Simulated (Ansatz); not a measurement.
**Fields on a plane of CsCl (CsCl type)**

```
CsCl
1.0
    4.20589     0.00000     0.00000
    0.00000     4.20589     0.00000
    0.00000     0.00000     4.20589
Cs Cl
1 1
Direct
  0.00000   0.00000   0.00000
  0.50000   0.50000   0.50000
```

The slice is a {110} plane (indices of the conventional cell) through the point (0.500, 0.500, 0.500) (fractional), spanned by u = [100] and v = [011] in vectors of this cell: u (4.21 Å) and v (5.95 Å, at 90° to u). It covers one period; positions are fractions (u, v).

Atoms on it: Cs at (0.50, 0.50); Cl at (0.00, 0.00).

All values below come from PBE (plane waves to 420 eV, PAW, scalar-relativistic; Ansatz, a first-principles code). k mesh 8×8×8. Near the nuclei the fields are pseudised (PAW); where an atom keeps semicore shells as valence, they peak there. CsCl was relaxed with its symmetry unable to fall.

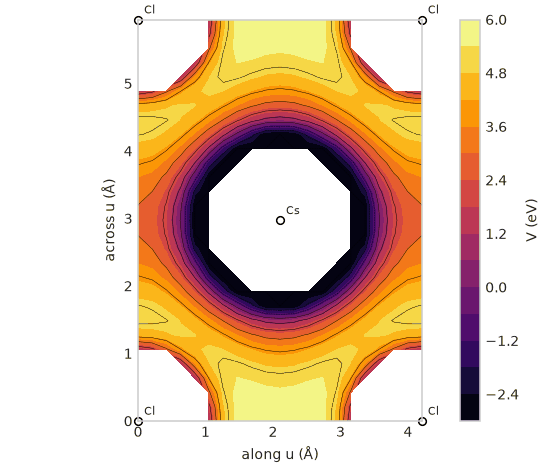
Fig. 1. Electrostatic potential energy of an electron, from the cell's mean, in eV, one period of the plane, atoms marked. Points within 1 Å of a nucleus are left white, as the pseudised field means little there. Values under -3 eV are set to -3. The zero, the cell's mean, hangs on the PAW cores.

```
|xxx999852000258999xx|
|xx99987510001578999x|
|99999863000003689999|
|99998641000001468999|
|99886310000000136889|
|87752000011100002577|
|55310001345431000135|
|21000025788875200001|
|00001378999998731000|
|00014799999999974100|
|00037999988899997300|
|001589997xxx79998510|
|00269998xxxxx8999620|
|00269998xxxxx8999620|
|00269998xxxxx8999620|
|001589997xxx79998510|
|00037999988899997300|
|00014799999999974100|
|00001378999998731000|
|21000025788875200001|
|55310001345431000135|
|87752000011100002577|
|99886310000000136889|
|99998641000001468999|
|99999863000003689999|
|xx99987510001578999x|
|xxx999852000258999xx|
|xxx999852000258999xx|
```
Scale: ten equal steps from 0.01 (start of '0') to 0.90 (end of '9'), in the order '0123456789'. Values: electron localisation function (ELF). The map has 20 points along u (one character each, u = 0 at the left) and 28 along v (v = 0 in the bottom row). Points within 0.5 Å of a nucleus are blanked (x), as the pseudised field means little there.
